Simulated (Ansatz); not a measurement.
## Nudged elastic band of C₂H₉OPSi

C₂H₉OPSi, computed with RKS PBE/def2-SVP (Ansatz 0.2.0).

It belongs to a series of runs on one base structure; here: band between the two ends.

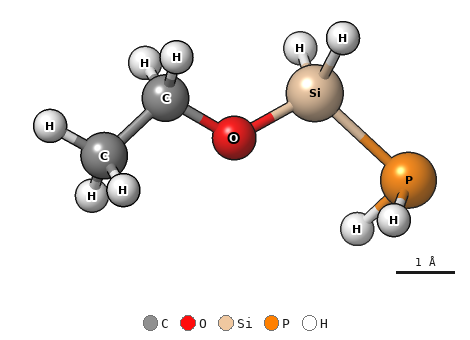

Figure 1. The structure as given in the input (ball-and-stick view, seen at a tilt).

## Input
```yaml
crystal:
  periodic: [false, false, false]
  atoms:
    - { symbol: C, position_ang: [-1.045887, -0.223415, 2.078642] }
    - { symbol: C, position_ang: [0.073322, -0.621274, 1.130565] }
    - { symbol: O, position_ang: [-0.067563, 0.09599, -0.093691] }
    - { symbol: Si, position_ang: [1.000031, -0.071481, -1.38576] }
    - { symbol: P, position_ang: [0.355525, 1.251171, -3.108731] }
    - { symbol: H, position_ang: [-2.034218, -0.452313, 1.632303] }
    - { symbol: H, position_ang: [-1.008922, 0.863805, 2.290759] }
    - { symbol: H, position_ang: [-0.95847, -0.771695, 3.038381] }
    - { symbol: H, position_ang: [1.065345, -0.404634, 1.595745] }
    - { symbol: H, position_ang: [0.042828, -1.721431, 0.94061] }
    - { symbol: H, position_ang: [1.035147, -1.501659, -1.869043] }
    - { symbol: H, position_ang: [2.399609, 0.322829, -0.978556] }
    - { symbol: H, position_ang: [0.146458, 2.382169, -2.240348] }
    - { symbol: H, position_ang: [-1.016305, 0.822638, -3.002077] }
basis:
  gaussian: { orbitals: def2-SVP }
hamiltonian:
  xc: pbe
neb:
  order_check: false
  images: 9
  f_tol: 0.05
  max_iterations: 57
  initial_path: idpp
  final_atoms:
    - { symbol: C, position_ang: [-0.90287052, -0.74118124, 1.85513485] }
    - { symbol: C, position_ang: [0.24900583, 0.12627613, 1.36093789] }
    - { symbol: O, position_ang: [0.0515036, 0.5900608, 0.02750334] }
    - { symbol: Si, position_ang: [0.44749666, -0.2818978, -1.35723238] }
    - { symbol: P, position_ang: [0.48758848, 1.089754, -3.16094453] }
    - { symbol: H, position_ang: [-0.99254014, -1.67595708, 1.26408769] }
    - { symbol: H, position_ang: [-1.86359861, -0.19380238, 1.77682896] }
    - { symbol: H, position_ang: [-0.74989158, -1.02426764, 2.91683564] }
    - { symbol: H, position_ang: [0.3451425, 1.0293506, 2.00255954] }
    - { symbol: H, position_ang: [1.21444588, -0.42924313, 1.44568799] }
    - { symbol: H, position_ang: [-0.5491045, -1.37651605, -1.65072144] }
    - { symbol: H, position_ang: [1.80789652, -0.91605806, -1.18692567] }
    - { symbol: H, position_ang: [1.22659721, 2.10373584, -2.45228365] }
    - { symbol: H, position_ang: [-0.78477133, 1.670446, -2.81266922] }
```

Machine: 2 threads of Arm Neoverse V1, 24 GiB of memory available, shared host.

Launch command:
```bash
ansatz run input.yaml --threads 2 --pin off --max-ram 3072MiB --backend cpu --events-out ev --progress --plain --runs-dir out
```

## What the program printed
```
Engine: ansatz 0.2.0, aarch64-unknown-linux-gnu
Functional definition: PBE
  parameter kappa = 0.804
  parameter beta = 0.06672455060314922
  exchange = pbe_x(kappa = kappa, mu = beta*pi^2/3)
  correlation = pbe_c(beta = beta)
1384 factors; their error is unknown
mean field evaluation 1: about -21403.6806 eV, gradient 6.2e1 eV
mean field evaluation 2: about -21374.3628 eV, gradient 1.3e2 eV
mean field evaluation 4: about -21412.4634 eV, gradient 9.5e0 eV
mean field evaluation 8: about -21412.6462 eV, gradient 1.5e-1 eV
mean field evaluation 16: about -21412.5776 eV, gradient 3.0e-4 eV
mean field -21412.57755090 eV, -786.8977110293 hartree, gradient 2.4e-5 eV, S^2 0.000000; 0 other end points of the search recorded, 0 dependent functions left out
the calculation of the forces begins
reference -21412.57759011 eV, -786.8977124701 hartree; 29, 29 occupied and 94, 94 virtual orbitals, 1384 factors
1384 factors; their error is unknown
mean field evaluation 32: about -21412.5563 eV, gradient 7.6e-3 eV
mean field -21412.55633276 eV, -786.8969312768 hartree, gradient 2.3e-5 eV, S^2 0.000000; 0 other end points of the search recorded, 0 dependent functions left out
[... from here on the field's lines of each further geometry are left out, up to the last ...]
NEB iter   1: max|band force component| = 6.026e-1 eV/Å  barrier→ = 0.0727 eV  barrier← = 0.0515 eV  Δτ_max = 0.0986 Å  (313 SCF iters)
NEB iter   2: max|band force component| = 2.435e-1 eV/Å  barrier→ = 0.0484 eV  barrier← = 0.0272 eV  CI = image 6  Δτ_max = 0.0421 Å  (267 SCF iters)
NEB iter   3: max|band force component| = 1.365e-1 eV/Å  barrier→ = 0.0359 eV  barrier← = 0.0147 eV  CI = image 6  Δτ_max = 0.0103 Å  (275 SCF iters)
NEB iter   4: max|band force component| = 6.480e-2 eV/Å  barrier→ = 0.0351 eV  barrier← = 0.0139 eV  CI = image 6  Δτ_max = 0.0278 Å  (256 SCF iters)
NEB iter   5: max|band force component| = 5.286e-2 eV/Å  barrier→ = 0.0340 eV  barrier← = 0.0128 eV  CI = image 6  Δτ_max = 0.0344 Å  (275 SCF iters)
NEB iter   6: max|band force component| = 6.209e-2 eV/Å  barrier→ = 0.0332 eV  barrier← = 0.0120 eV  CI = image 6  Δτ_max = 0.0172 Å  (274 SCF iters)
NEB iter   7: max|band force component| = 3.470e-2 eV/Å  barrier→ = 0.0328 eV  barrier← = 0.0116 eV  CI = image 6  Δτ_max = 0.0172 Å  (267 SCF iters)
the calculation of the forces begins
reference -21412.55465868 eV, -786.8968697557 hartree; 29, 29 occupied and 94, 94 virtual orbitals, 1384 factors
1384 factors; their error is unknown
mean field evaluation 768: about -21412.5451 eV, gradient 4.8e-2 eV
mean field -21412.54509186 eV, -786.8965181817 hartree, gradient 1.5e-5 eV, S^2 0.000000; 1 other end points of the search recorded, 0 dependent functions left out
the calculation of the forces begins
reference -21412.54513056 eV, -786.8965196036 hartree; 29, 29 occupied and 94, 94 virtual orbitals, 1384 factors
NEB iter   8: max|band force component| = 3.497e-2 eV/Å  barrier→ = 0.0325 eV  barrier← = 0.0112 eV  CI = image 6  Δτ_max = 0.0000 Å  (296 SCF iters)
```

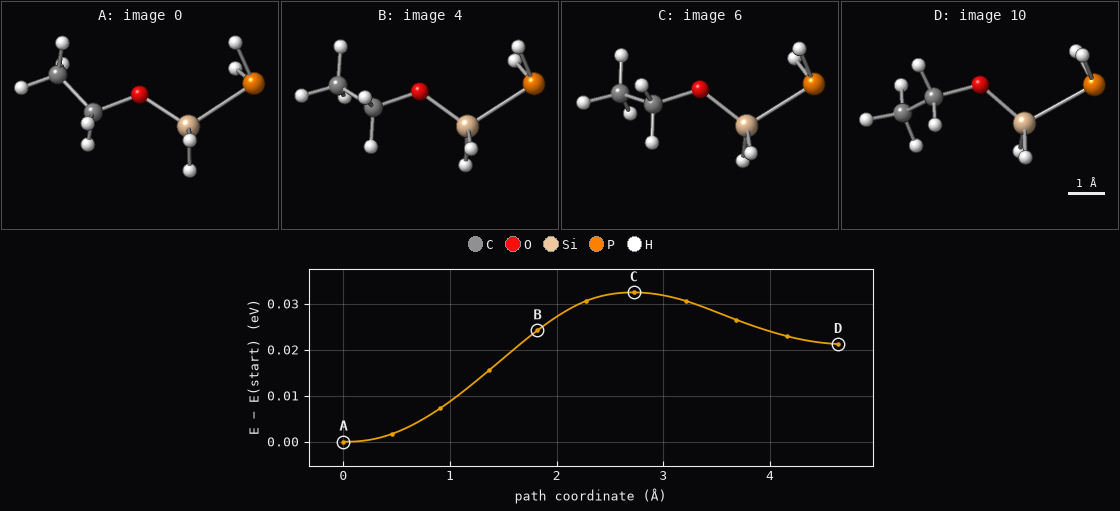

Figure 2. Images of the last band (counted from 0; ball-and-stick, seen at a tilt) above the energy along the path; the line is a cubic interpolation that uses the forces. The highest image is number 6, 0.032 eV above the start and 0.011 eV above the end (the climbing image); the end lies 0.021 eV above the start. The path is 4.64 Å long. The band converged in 8 iterations.

```
Total energy: -21412.54513056 eV, -786.8965196036 hartree
Atom 0 at    -1.085215    -0.634574     1.883894 Å, force    -0.002308     0.000823     0.003578 eV/Å
Atom 1 at     0.265389    -0.252210     1.296434 Å, force    -0.002679     0.005615    -0.019617 eV/Å
Atom 2 at     0.099808     0.411670     0.041821 Å, force    -0.003357     0.002903     0.015437 eV/Å
Atom 3 at     0.747997    -0.149251    -1.406024 Å, force     0.027550     0.006722    -0.005333 eV/Å
Atom 4 at     0.412432     1.371395    -3.052339 Å, force    -0.021749    -0.012120     0.002120 eV/Å
Atom 5 at    -1.609247    -1.367397     1.237591 Å, force    -0.000707     0.000120    -0.002973 eV/Å
Atom 6 at    -1.730978     0.261105     1.980221 Å, force    -0.001642    -0.000538     0.000648 eV/Å
Atom 7 at    -0.961427    -1.084681     2.890274 Å, force    -0.000978    -0.001746    -0.001351 eV/Å
Atom 8 at     0.799248     0.442810     1.983754 Å, force     0.000894    -0.001515     0.003787 eV/Å
Atom 9 at     0.911397    -1.157420     1.197741 Å, force     0.001710    -0.004080     0.003156 eV/Å
Atom 10 at     0.115792    -1.453294    -1.829899 Å, force    -0.001425     0.003331     0.000939 eV/Å
Atom 11 at     2.234502    -0.376554    -1.268806 Å, force    -0.000691    -0.004031     0.002815 eV/Å
Atom 12 at     0.775752     2.467909    -2.190544 Å, force     0.004562    -0.002081    -0.001111 eV/Å
Atom 13 at    -0.988549     1.491191    -2.735321 Å, force     0.000819     0.006598    -0.002095 eV/Å
Dipole moment:    -0.028606    -0.109453     0.311923 e Å
this run last wrote the band of iteration 8 to [file]; this run last wrote the band within `neb.f_tol` of iteration 7 to [file]
```

## The last band as extended XYZ (Å, eV, eV/Å)
```
14
Properties=species:S:1:pos:R:3:forces:R:3 image=0 energy=-21412.57755
C    -1.0459   -0.2234    2.0786    0.0009   0.0010  -0.0039
C     0.0733   -0.6213    1.1306    0.0046  -0.0077   0.0085
O    -0.0676    0.0960   -0.0937   -0.0091   0.0131  -0.0118
Si    1.0000   -0.0715   -1.3858    0.0032  -0.0017  -0.0014
P     0.3555    1.2512   -3.1087   -0.0024   0.0008   0.0025
H    -2.0342   -0.4523    1.6323   -0.0009  -0.0010  -0.0004
H    -1.0089    0.8638    2.2908    0.0000   0.0011   0.0002
H    -0.9585   -0.7717    3.0384   -0.0004   0.0003   0.0007
H     1.0653   -0.4046    1.5957    0.0056   0.0017   0.0049
H     0.0428   -1.7214    0.9406   -0.0012  -0.0073   0.0013
H     1.0351   -1.5017   -1.8690   -0.0015   0.0006   0.0001
H     2.3996    0.3228   -0.9786   -0.0017   0.0003   0.0008
H     0.1465    2.3822   -2.2403    0.0025   0.0005   0.0000
H    -1.0163    0.8226   -3.0021    0.0004  -0.0017  -0.0014
14
Properties=species:S:1:pos:R:3:forces:R:3 image=1 energy=-21412.57588
C    -1.0786   -0.2851    2.0547   -0.0001   0.0021   0.0027
C     0.1134   -0.5678    1.1554    0.0011   0.0013  -0.0101
O    -0.0489    0.1318   -0.0777   -0.0053  -0.0015   0.0098
Si    0.9717   -0.0942   -1.3985    0.0000  -0.0028  -0.0042
P     0.3695    1.2767   -3.0988    0.0002   0.0026  -0.0010
H    -2.0174   -0.6353    1.5811   -0.0008   0.0032  -0.0012
H    -1.1739    0.8030    2.2424    0.0018   0.0011   0.0013
H    -0.9636   -0.8006    3.0297   -0.0008  -0.0003  -0.0010
H     1.0584   -0.2464    1.6560    0.0013  -0.0037   0.0007
H     0.2044   -1.6665    0.9745   -0.0027  -0.0034   0.0012
H     0.9021   -1.5219   -1.8843    0.0041   0.0002   0.0002
H     2.4045    0.2093   -1.0305   -0.0007   0.0045  -0.0007
H     0.2723    2.4163   -2.2221   -0.0007   0.0011  -0.0017
H    -1.0269    0.9513   -2.9530    0.0026  -0.0045   0.0041
14
Properties=species:S:1:pos:R:3:forces:R:3 image=2 energy=-21412.57028
C    -1.1012   -0.3513    2.0298    0.0009   0.0031   0.0042
C     0.1492   -0.5084    1.1805   -0.0001   0.0029  -0.0175
O    -0.0302    0.1753   -0.0599   -0.0061  -0.0037   0.0158
Si    0.9369   -0.1133   -1.4084   -0.0020  -0.0040  -0.0055
P     0.3833    1.3001   -3.0904    0.0013   0.0034  -0.0009
H    -1.9764   -0.8107    1.5284   -0.0026   0.0057  -0.0018
H    -1.3245    0.7215    2.1957    0.0026   0.0028   0.0025
H    -0.9668   -0.8381    3.0171   -0.0013  -0.0002  -0.0020
H     1.0348   -0.0899    1.7159    0.0028  -0.0065   0.0008
H     0.3607   -1.5921    1.0102   -0.0045  -0.0068   0.0020
H     0.7592   -1.5325   -1.8915    0.0076  -0.0002   0.0001
H     2.3970    0.0931   -1.0826   -0.0004   0.0087  -0.0012
H     0.3934    2.4404   -2.2092   -0.0017   0.0027  -0.0041
H    -1.0285    1.0766   -2.9068    0.0036  -0.0079   0.0076
14
Properties=species:S:1:pos:R:3:forces:R:3 image=3 energy=-21412.56207
C    -1.1128   -0.4220    2.0027    0.0006   0.0035   0.0051
C     0.1819   -0.4453    1.2068   -0.0022   0.0060  -0.0238
O    -0.0095    0.2274   -0.0389   -0.0040  -0.0068   0.0201
Si    0.8955   -0.1274   -1.4141   -0.0042  -0.0047  -0.0066
P     0.3972    1.3223   -3.0827    0.0027   0.0033   0.0008
H    -1.9122   -0.9747    1.4699   -0.0044   0.0066  -0.0018
H    -1.4567    0.6211    2.1509    0.0021   0.0041   0.0031
H    -0.9682   -0.8879    2.9988   -0.0013   0.0002  -0.0026
H     0.9959    0.0605    1.7781    0.0041  -0.0076   0.0008
H     0.5111   -1.5008    1.0475   -0.0048  -0.0093   0.0022
H     0.6053   -1.5301   -1.8905    0.0098  -0.0009   0.0002
H     2.3756   -0.0252   -1.1321    0.0006   0.0114  -0.0018
H     0.5057    2.4571   -2.2009   -0.0020   0.0040  -0.0062
H    -1.0220    1.1958   -2.8669    0.0030  -0.0097   0.0106
14
Properties=species:S:1:pos:R:3:forces:R:3 image=4 energy=-21412.55336
C    -1.1140   -0.4944    1.9700   -0.0020   0.0038   0.0036
C     0.2119   -0.3805    1.2352   -0.0022   0.0093  -0.0292
O     0.0182    0.2851   -0.0148   -0.0031  -0.0069   0.0243
Si    0.8501   -0.1377   -1.4161   -0.0055  -0.0066  -0.0084
P     0.4072    1.3426   -3.0737    0.0037   0.0027   0.0030
H    -1.8280   -1.1234    1.4013   -0.0043   0.0057  -0.0016
H    -1.5692    0.5074    2.1023    0.0007   0.0036   0.0034
H    -0.9688   -0.9477    2.9718   -0.0010  -0.0001  -0.0018
H     0.9424    0.2014    1.8445    0.0048  -0.0067   0.0019
H     0.6547   -1.3954    1.0903   -0.0032  -0.0105   0.0028
H     0.4451   -1.5151   -1.8826    0.0093  -0.0018   0.0011
H     2.3416   -0.1450   -1.1799    0.0012   0.0120  -0.0030
H     0.6076    2.4666   -2.1941   -0.0009   0.0053  -0.0077
H    -1.0119    1.3067   -2.8254    0.0022  -0.0101   0.0116
14
Properties=species:S:1:pos:R:3:forces:R:3 image=5 energy=-21412.54697
C    -1.1047   -0.5664    1.9307   -0.0059   0.0028   0.0035
C     0.2397   -0.3155    1.2655    0.0014   0.0126  -0.0331
O     0.0549    0.3472    0.0122   -0.0035  -0.0035   0.0274
Si    0.8013   -0.1444   -1.4137   -0.0075  -0.0099  -0.0101
P     0.4126    1.3597   -3.0638    0.0049   0.0022   0.0056
H    -1.7260   -1.2556    1.3239   -0.0024   0.0036  -0.0025
H    -1.6611    0.3851    2.0463   -0.0009   0.0017   0.0022
H    -0.9667   -1.0144    2.9360   -0.0007  -0.0007  -0.0021
H     0.8753    0.3301    1.9143    0.0043  -0.0044   0.0042
H     0.7895   -1.2791    1.1405   -0.0003  -0.0095   0.0042
H     0.2803   -1.4876   -1.8651    0.0064  -0.0024   0.0032
H     2.2946   -0.2651   -1.2246    0.0009   0.0108  -0.0049
H     0.6974    2.4694   -2.1894    0.0016   0.0064  -0.0092
H    -1.0003    1.4073   -2.7840    0.0017  -0.0096   0.0115
14
Properties=species:S:1:pos:R:3:forces:R:3 image=6 energy=-21412.54509
C    -1.0852   -0.6346    1.8839   -0.0023   0.0008   0.0036
C     0.2654   -0.2522    1.2964   -0.0027   0.0056  -0.0196
O     0.0998    0.4117    0.0418   -0.0034   0.0029   0.0154
Si    0.7480   -0.1493   -1.4060    0.0276   0.0067  -0.0053
P     0.4124    1.3714   -3.0523   -0.0217  -0.0121   0.0021
H    -1.6092   -1.3674    1.2376   -0.0007   0.0001  -0.0030
H    -1.7310    0.2611    1.9802   -0.0016  -0.0005   0.0006
H    -0.9614   -1.0847    2.8903   -0.0010  -0.0017  -0.0014
H     0.7992    0.4428    1.9838    0.0009  -0.0015   0.0038
H     0.9114   -1.1574    1.1977    0.0017  -0.0041   0.0032
H     0.1158   -1.4533   -1.8299   -0.0014   0.0033   0.0009
H     2.2345   -0.3766   -1.2688   -0.0007  -0.0040   0.0028
H     0.7758    2.4679   -2.1905    0.0046  -0.0021  -0.0011
H    -0.9885    1.4912   -2.7353    0.0008   0.0066  -0.0021
14
Properties=species:S:1:pos:R:3:forces:R:3 image=7 energy=-21412.54694
C    -1.0491   -0.7105    1.8478    0.0026   0.0012   0.0035
C     0.2788   -0.1831    1.3220   -0.0024   0.0101  -0.0247
O     0.1142    0.4657    0.0598    0.0026   0.0069   0.0256
Si    0.6816   -0.1525   -1.3985   -0.0082  -0.0135  -0.0113
P     0.4232    1.3812   -3.0469    0.0003   0.0004   0.0059
H    -1.4653   -1.4915    1.1796    0.0008  -0.0020  -0.0044
H    -1.7894    0.1114    1.9183   -0.0048  -0.0032  -0.0020
H    -0.9221   -1.1516    2.8579   -0.0016  -0.0017  -0.0035
H     0.6982    0.5662    2.0301    0.0012   0.0007   0.0058
H     1.0256   -1.0107    1.2582    0.0034  -0.0032   0.0061
H    -0.0617   -1.4005   -1.8111   -0.0009  -0.0024   0.0057
H     2.1460   -0.5024   -1.2819   -0.0026   0.0060  -0.0043
H     0.8696    2.4530   -2.1930    0.0048   0.0043  -0.0088
H    -0.9626    1.5960   -2.7134    0.0049  -0.0035   0.0063
14
Properties=species:S:1:pos:R:3:forces:R:3 image=8 energy=-21412.55106
C    -1.0023   -0.7848    1.8152    0.0046   0.0020  -0.0003
C     0.2840   -0.1185    1.3438   -0.0036   0.0065  -0.0174
O     0.1178    0.5149    0.0751    0.0004   0.0064   0.0205
Si    0.6084   -0.1523   -1.3898   -0.0107  -0.0112  -0.0092
P     0.4318    1.3878   -3.0433    0.0026   0.0001   0.0061
H    -1.3075   -1.6040    1.1327    0.0017  -0.0025  -0.0032
H    -1.8279   -0.0463    1.8555   -0.0033  -0.0034  -0.0028
H    -0.8704   -1.2141    2.8297   -0.0009  -0.0015  -0.0023
H     0.5891    0.6712    2.0657    0.0003   0.0015   0.0044
H     1.1173   -0.8614    1.3156    0.0036  -0.0012   0.0051
H    -0.2316   -1.3424   -1.7871   -0.0015  -0.0022   0.0054
H     2.0446   -0.6091   -1.2910   -0.0027   0.0048  -0.0038
H     0.9640    2.4314   -2.2039    0.0048   0.0037  -0.0081
H    -0.9305    1.6982   -2.6892    0.0046  -0.0031   0.0055
14
Properties=species:S:1:pos:R:3:forces:R:3 image=9 energy=-21412.55462
C    -0.9450   -0.8602    1.7934    0.0033   0.0018  -0.0017
C     0.2761   -0.0588    1.3584   -0.0022   0.0026  -0.0089
O     0.0929    0.5537    0.0830   -0.0024   0.0041   0.0124
Si    0.5276   -0.1479   -1.3838   -0.0069  -0.0059  -0.0067
P     0.4441    1.3955   -3.0416    0.0029   0.0008   0.0028
H    -1.1374   -1.7118    1.1090    0.0015  -0.0017  -0.0012
H    -1.8480   -0.2173    1.8024   -0.0014  -0.0023  -0.0020
H    -0.7996   -1.2692    2.8144   -0.0002  -0.0006  -0.0010
H     0.4699    0.7610    2.0844   -0.0001   0.0010   0.0029
H     1.1853   -0.7076    1.3605    0.0025   0.0000   0.0034
H    -0.3923   -1.2785   -1.7767   -0.0010  -0.0010   0.0034
H     1.9311   -0.6982   -1.2887   -0.0018   0.0020  -0.0023
H     1.0672    2.4008   -2.2182    0.0030   0.0017  -0.0047
H    -0.8851    1.8091   -2.6678    0.0027  -0.0025   0.0034
14
Properties=species:S:1:pos:R:3:forces:R:3 image=10 energy=-21412.55633
C    -0.8407   -0.9821    1.7706    0.0057   0.0011  -0.0007
C     0.2349    0.0206    1.3693   -0.0035  -0.0012   0.0051
O     0.0014    0.5875    0.0823    0.0053   0.0000  -0.0029
Si    0.4719   -0.1166   -1.3728   -0.0064  -0.0032   0.0014
P     0.3996    1.4144   -3.0424    0.0010   0.0018  -0.0015
H    -0.8503   -1.8625    1.0953    0.0015  -0.0007   0.0009
H    -1.8440   -0.5122    1.7338   -0.0024   0.0002  -0.0008
H    -0.6664   -1.3483    2.8032   -0.0002  -0.0018   0.0007
H     0.2534    0.8654    2.0921   -0.0005   0.0031  -0.0013
H     1.2435   -0.4576    1.4119   -0.0004  -0.0031   0.0005
H    -0.4284   -1.2590   -1.7752    0.0001   0.0022   0.0008
H     1.8806   -0.6476   -1.2485    0.0009  -0.0012   0.0006
H     1.0492    2.4168   -2.2365    0.0000   0.0024   0.0013
H    -0.9178    1.8519   -2.6544   -0.0011   0.0004  -0.0041
```

## Summary

| quantity | value |
| --- | --- |
| outcome | converged |
| barrier, forward | 0.033 eV |
| barrier, backward | 0.011 eV |
| wall time | 3.5 min (CPU time 6.9 min) |
| peak memory | 0.17 GiB |

The order of the saddle point was not checked.
